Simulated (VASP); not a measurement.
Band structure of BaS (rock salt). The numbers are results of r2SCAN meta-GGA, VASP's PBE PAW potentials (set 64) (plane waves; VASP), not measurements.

Unless said otherwise, spin-orbit coupling is left out, though it shifts the bands of the heavy elements here.

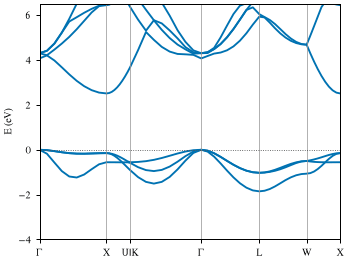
Fig. 1. Bands along high-symmetry lines, zero at the valence-band maximum or, without a gap, the Fermi level

Task: Read the plot: is there a gap, and where are the band edges?

Result: The gap is indirect, 2.51 eV, from the valence maximum at Γ to the conduction minimum at X.

The compound is BaS in the rock salt structure. It was relaxed first.
